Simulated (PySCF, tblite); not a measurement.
# C6H6FO radical: geometry, infrared bands and EPR parameters

Wanted: the infrared bands and EPR parameters of C6H6FO radical (`OC1=C[C@H](F)[CH]C=C1`), by calculation.

Programs: tblite 0.8.0 and PySCF 2.14.0, with density-fitted response routines of our own. Each step states its level of theory. These are calculated values for one molecule in the gas phase, unless marked as measured. Atoms count from 0, in the outputs and in this text.

### 1 The molecule as given

14 atoms, charge 0, multiplicity 2; geometry from: force field or distance geometry start.

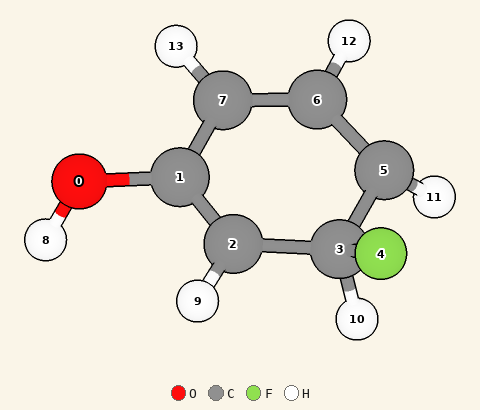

As it starts; oxygen red, carbon grey, fluorine green, hydrogen white, atoms numbered; sticks join atoms by distance.

### 2 Relaxing the molecule with GFN2-xTB

The job: settings as JSON, then the geometry in Å.

```
{"job": {"kind": "relax", "xc": "GFN2-xTB", "basis": "xTB"}, "charge": 0, "multiplicity": 2}
O      2.476500     0.556600    -0.482900
C      1.105600     0.315700    -0.299600
C      0.690800    -0.887500    -0.022100
C     -0.713400    -1.296500     0.193500
F     -1.101500    -2.317400    -0.653900
C     -1.679900    -0.182000     0.098700
C     -1.104900     1.135000    -0.203500
C      0.168400     1.412800    -0.383100
H      3.085500     0.380100     0.321300
H      1.436000    -1.682700     0.042300
H     -0.761800    -1.691200     1.261900
H     -2.345200    -0.118100     0.985800
H     -1.806700     1.975300    -0.268000
H      0.550000     2.399400    -0.612500
```

Launch:

```bash
$ OMP_NUM_THREADS=1 python probes_run.py task.json out
```

One launch serves the whole session: the jobs run in the order shown.

The log of the run:

```text
step      E/eV     max force
  0    -668.80540    4.166
  1    -669.26108    2.097
  2    -669.42275    1.440
  3    -669.63099    1.098
  4    -669.74852    0.841
  5    -669.80517    0.651
  6    -669.86757    0.561
  7    -669.93578    0.710
  8    -669.97220    0.498
  9    -669.99624    0.502
 10    -670.01657    0.499
 11    -670.04021    0.470
 12    -670.06049    0.459
 13    -670.07761    0.375
 14    -670.09104    0.298
 15    -670.10767    0.309
 16    -670.11875    0.309
 17    -670.13230    0.307
 18    -670.14459    0.410
 19    -670.15724    0.340
 20    -670.16486    0.516
 21    -670.17450    0.245
 22    -670.18200    0.269
 23    -670.19202    0.306
 24    -670.19867    0.225
 25    -670.20219    0.128
 26    -670.20451    0.131
 27    -670.20678    0.165
 28    -670.20908    0.176
 29    -670.21177    0.157
 30    -670.21497    0.141
 31    -670.21696    0.139
 32    -670.21853    0.102
 33    -670.21991    0.085
 34    -670.22100    0.087
 35    -670.22183    0.079
 36    -670.22245    0.069
 37    -670.22294    0.059
 38    -670.22330    0.064
 39    -670.22355    0.041
 40    -670.22374    0.043
 41    -670.22395    0.043
 42    -670.22424    0.057
 43    -670.22461    0.059
 44    -670.22504    0.064
 45    -670.22551    0.057
 46    -670.22604    0.059
 47    -670.22667    0.085
 48    -670.22727    0.073
 49    -670.22772    0.057
 50    -670.22803    0.047
 51    -670.22826    0.040
 52    -670.22851    0.043
 53    -670.22874    0.040
 54    -670.22894    0.037
 55    -670.22913    0.035
 56    -670.22932    0.034
 57    -670.22949    0.032
 58    -670.22962    0.032
 59    -670.22972    0.029
 60    -670.22981    0.035
 61    -670.22990    0.022
 62    -670.22996    0.019
 63    -670.23000    0.017
 64    -670.23002    0.012
 65    -670.23004    0.010
```

It took 0.36 s on 1 thread of Arm Neoverse V1, shared host.

Step by step: (not every step is listed)

| step | energy from step 0 (eV) | largest force (eV/Å) |
| --- | --- | --- |
| 0 | 0.0000 | 4.1660 |
| 1 | -0.4557 | 2.0965 |
| 2 | -0.6173 | 1.4396 |
| 3 | -0.8256 | 1.0985 |
| 4 | -0.9431 | 0.8410 |
| 5 | -0.9998 | 0.6512 |
| 6 | -1.0622 | 0.5608 |
| 7 | -1.1304 | 0.7096 |
| 8 | -1.1668 | 0.4980 |
| 13 | -1.2722 | 0.3746 |
| 18 | -1.3392 | 0.4103 |
| 23 | -1.3866 | 0.3064 |
| 28 | -1.4037 | 0.1759 |
| 33 | -1.4145 | 0.0846 |
| 38 | -1.4179 | 0.0636 |
| 43 | -1.4192 | 0.0592 |
| 48 | -1.4219 | 0.0732 |
| 53 | -1.4233 | 0.0404 |
| 58 | -1.4242 | 0.0318 |
| 60 | -1.4244 | 0.0348 |
| 61 | -1.4245 | 0.0224 |
| 62 | -1.4246 | 0.0189 |
| 63 | -1.4246 | 0.0171 |
| 64 | -1.4246 | 0.0122 |
| 65 | -1.4246 | 0.0099 |

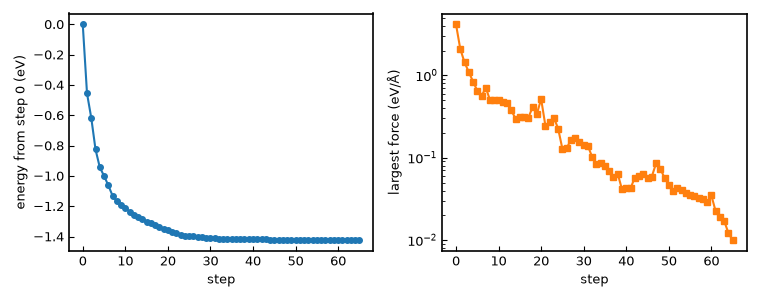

Energy and largest force along the relaxation.

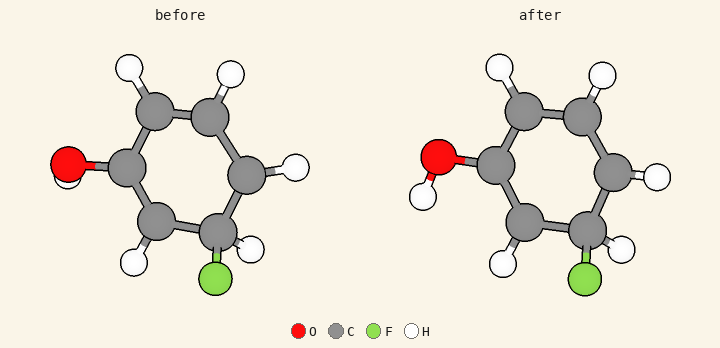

The geometry before (left) and after (right).

Close pairs (by a distance rule), those that changed most:

| bond | before (Å) | after (Å) | change (Å) |
| --- | --- | --- | --- |
| C5–C6 | 1.468 | 1.358 | -0.110 |
| C6–C7 | 1.316 | 1.399 | +0.083 |
| C1–C2 | 1.303 | 1.363 | +0.060 |
| O0–H8 | 1.024 | 0.965 | -0.059 |
| O0–C1 | 1.404 | 1.358 | -0.046 |
| C1–C7 | 1.445 | 1.411 | -0.035 |
| C5–H11 | 1.111 | 1.078 | -0.033 |
| C3–H10 | 1.140 | 1.109 | -0.031 |

The end geometry stands in the next job.

### 3 Infrared spectrum with GFN2-xTB

The job: settings as JSON, then the geometry in Å.

```
{"job": {"kind": "ir", "xc": "GFN2-xTB", "basis": "xTB"}, "charge": 0, "multiplicity": 2}
O      2.456862     0.740638    -0.395723
C      1.159179     0.405236    -0.178626
C      0.774945    -0.869342     0.113869
C     -0.646138    -1.222559     0.357794
F     -1.023985    -2.289516    -0.485760
C     -1.588722    -0.085939     0.187392
C     -1.147062     1.166358    -0.097560
C      0.212123     1.446374    -0.272785
H      3.016055    -0.043781    -0.339458
H      1.490848    -1.677436     0.156774
H     -0.764346    -1.665980     1.367310
H     -2.638046    -0.312706     0.283143
H     -1.859330     1.970980    -0.205322
H      0.556940     2.437200    -0.513215
```

The log of the run:

```text
mode    cm-1     km/mol
  1      94.2      2.90
  2     178.9      2.72
  3     304.5      6.35
  4     362.9     12.54
  5     417.4      4.61
  6     445.0     65.45
  7     461.6     87.93
  8     486.5      8.19
  9     548.4      4.11
 10     603.5      5.92
 11     705.5     29.88
 12     734.3      2.68
 13     775.9     29.94
 14     814.0      8.20
 15     883.4    117.19
 16     917.1     26.07
 17     924.1      2.11
 18     986.8      7.58
 19    1067.4     20.71
 20    1125.6     32.24
 21    1142.0    101.10
 22    1166.5     19.96
 23    1229.3    139.49
 24    1237.0      7.46
 25    1269.0     18.07
 26    1292.4     12.84
 27    1382.3      3.79
 28    1399.9      0.29
 29    1525.6     89.74
 30    1584.1    100.69
 31    2748.3     27.99
 32    3080.4     19.62
 33    3084.2     20.93
 34    3111.1     13.78
 35    3131.2      7.72
 36    3517.5     19.85
```

Run time: 0.38 s. Hardware: 1 thread of Arm Neoverse V1, shared host.

The strongest bands and the atoms that carry them (share of the mass-weighted mode):

| cm⁻¹ | km/mol | atoms |
| --- | --- | --- |
| 445 | 65.5 | H8 44 %, F4 14 % |
| 462 | 87.9 | H8 41 %, O0 13 %, C5 11 % |
| 883 | 117.2 | C3 46 %, F4 18 % |
| 1126 | 32.2 | H13 35 %, H10 23 %, H11 15 % |
| 1142 | 101.1 | H8 42 %, H9 20 % |
| 1229 | 139.5 | C1 34 %, O0 18 %, H9 13 % |
| 1526 | 89.7 | C5 27 %, C6 18 %, C1 17 %, C7 13 % |
| 1584 | 100.7 | C1 32 %, C2 27 %, C6 18 %, C5 14 % |

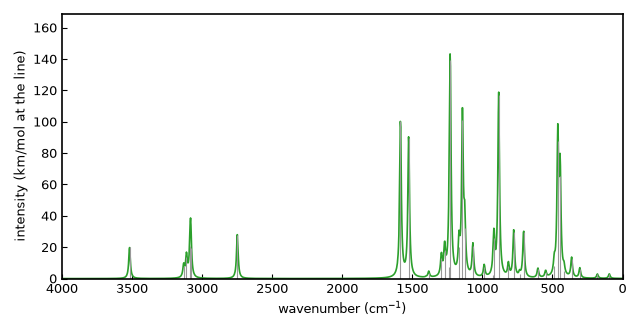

The infrared spectrum from these modes, unscaled. Lines are broadened to a width of 14 cm⁻¹ (Lorentzian).

### 4 g tensor and hyperfine couplings: B3LYP/pcH-1

Same as in step 3 but for these lines:

```diff
@@ -1,2 +1,2 @@
-{"job": {"kind": "ir", "xc": "GFN2-xTB", "basis": "xTB"}, "charge": 0, "multiplicity": 2}
+{"job": {"kind": "epr", "basis": "pcH-1"}, "charge": 0, "multiplicity": 2}
 O      2.456862     0.740638    -0.395723
```

Level: UKS B3LYP, pcH-1 on C F H O, non-relativistic, mean-field spin-orbit, GIAO.

The log of the run:

```text
UKS, coarse grid
  cycle   1  E = -407.16157620  |g| = 5.69e-01
  cycle   2  E = -407.03857712  |g| = 8.59e-01
  cycle   3  E = -407.27030997  |g| = 1.10e-01
  cycle   4  E = -407.27502647  |g| = 5.02e-02
  cycle   5  E = -407.27621108  |g| = 2.03e-02
  cycle   6  E = -407.27645775  |g| = 6.79e-03
  cycle   7  E = -407.27652145  |g| = 3.26e-03
  cycle   8  E = -407.27653649  |g| = 2.42e-03
  cycle   9  E = -407.27654131  |g| = 5.13e-04
UKS, final grid
  cycle   1  E = -407.27658077  |g| = 7.25e-04
  cycle   2  E = -407.27658023  |g| = 1.28e-03
  cycle   3  E = -407.27658107  |g| = 1.13e-04
  cycle   4  E = -407.27658108  |g| = 6.57e-05
  cycle   5  E = -407.27658109  |g| = 4.16e-05
  cycle   6  E = -407.27658109  |g| = 1.07e-05
E = -407.27658109 Eh   <S^2> = 0.7835 (exact 0.7500)
g shifts (ppm)      1          2          3
  rmc          -150       -150       -150
  gc             17         54         25
  oz_so       -1060        -36        629
  total       -1193       -132        504
hyperfine (MHz)  atom isotope    a_iso     a_fc   dipolar eigenvalues
    0   17O       3.69       3.69     -4.77     -3.55      8.32
    1   13C     -35.53     -35.53    -21.01      9.41     11.60
    2   13C      32.92      32.92    -29.75    -27.68     57.43
    3   13C     -18.99     -18.99     -3.23     -0.28      3.51
    4   19F     306.03     306.03    -85.86    -79.53    165.40
    5   13C      39.96      39.96    -36.05    -33.93     69.98
    6   13C     -36.87     -36.87    -24.76     10.52     14.24
    7   13C      48.26      48.26    -45.10    -42.81     87.91
    8    1H      -0.01      -0.01     -2.99     -1.15      4.14
    9    1H     -23.12     -23.12    -14.18     -1.33     15.51
   10    1H     122.45     122.45     -2.20     -1.20      3.41
   11    1H     -28.94     -28.94    -17.01     -1.40     18.41
   12    1H      10.24      10.24     -4.12     -1.11      5.23
   13    1H     -36.65     -36.65    -21.87     -0.39     22.26
```

Wall time 57 s (1 thread of Arm Neoverse V1, shared host); peak memory 0.97 GiB.

Principal g values 2.00113, 2.00219, 2.00282; g(iso) = 2.00205, against 2.00232 for a free electron.

Hyperfine couplings, nucleus by nucleus at this fixed geometry (no averaging over rotations):

| nuclei | isotope | a(iso) (MHz) | a(iso) (G, at g = 2.0023) | largest dipolar term (MHz) |
| --- | --- | --- | --- | --- |
| F4 | 19F | 306.0 | 109.2 | 165.4 |
| H10 | 1H | 122.4 | 43.7 | 3.4 |
| C7 | 13C | 48.3 | 17.2 | 87.9 |
| C5 | 13C | 40.0 | 14.3 | 70.0 |
| C6 | 13C | -36.9 | -13.2 | -24.8 |
| H13 | 1H | -36.7 | -13.1 | 22.3 |
| C1 | 13C | -35.5 | -12.7 | -21.0 |
| C2 | 13C | 32.9 | 11.7 | 57.4 |
| H11 | 1H | -28.9 | -10.3 | 18.4 |
| H9 | 1H | -23.1 | -8.3 | 15.5 |
| C3 | 13C | -19.0 | -6.8 | 3.5 |
| H12 | 1H | 10.2 | 3.7 | 5.2 |
| O0 | 17O | 3.7 | 1.3 | 8.3 |
| H8 | 1H | 0.0 | 0.0 | 4.1 |

Mulliken spin populations:

O0 -0.01; C1 -0.17; C2 0.38; C3 -0.04; F4 0.04; C5 0.46; C6 -0.22; C7 0.57; H8 0.00; H9 -0.02; H10 0.05; H11 -0.02; H12 0.01; H13 -0.03

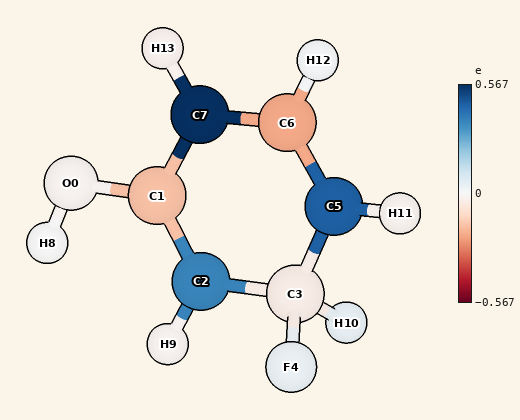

Mulliken spin populations, as colours on the atoms.

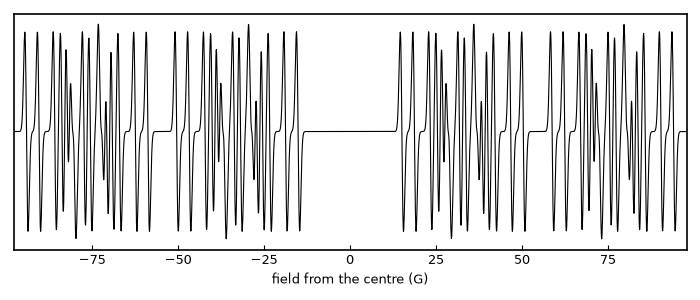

First-order isotropic spectrum (first derivative, main isotopes with spin only, couplings over 0.8 MHz, Gaussian width 0.5 G; couplings of the frozen geometry, rotation of groups not averaged beyond the rows shown).

Orbitals, density, ELF and potential are computed afterwards from the orbital file.

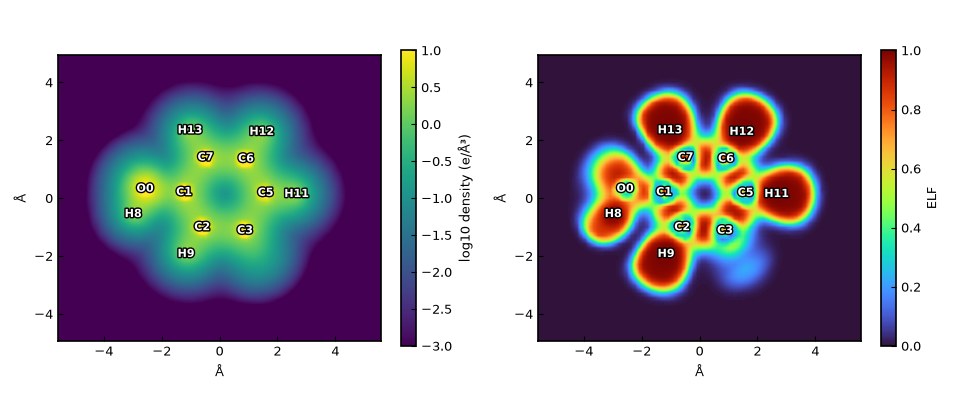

Density (left) and ELF (right) in a plane through or near 12 of the atoms.

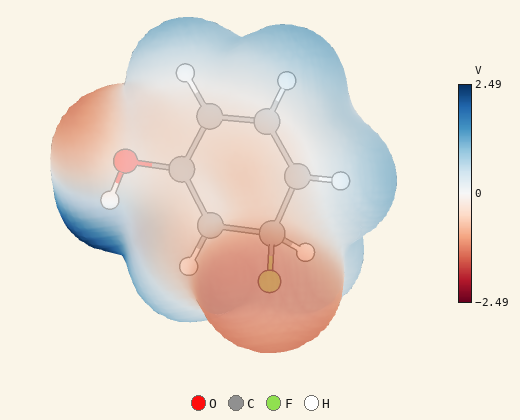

The potential that a unit positive charge feels on the 0.002 e/bohr³ surface, from -1.26 V near F4 to 2.49 V near H8.

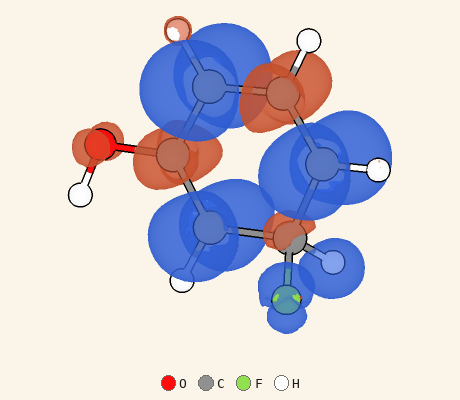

Spin density at ±0.02 e/Å³ (alpha excess blue, beta excess red).

### 5 Summary of results

| quantity | value |
| --- | --- |
| strongest single infrared mode (GFN2-xTB) | 1229 cm⁻¹, 139 km/mol |
| zero-point energy (GFN2-xTB) | 64.0 kcal/mol |
| g(iso) (B3LYP) | 2.00205 |
| ⟨S²⟩ | 0.784 (exact 0.75) |
| largest a(iso) | 19F on F4, 306.0 MHz |
| potential on the surface of density 0.002 e/bohr³, 1st and 99th percentile | -1.26 V and 2.49 V |

In words: Over 65 steps the energy fell by 1.425 eV; of the close pairs, C5–C6 changed most, 1.468 to 1.358 Å. All 36 modes are real, so the xTB geometry is a minimum. The strongest single mode, at 1229 cm⁻¹, is spread over several atoms, C1, O0, H9 among them. Unscaled tight-binding wavenumbers are off by several per cent, some by more. Its intensities can rank the bands wrongly. The largest spin populations lie on C7 (0.57 e), C5 (0.46 e). The isotropic g lies 0.3 ppt below the free-electron value. The conformer search found further structures of the same energy, which may be mirror or relabelled copies of this one.
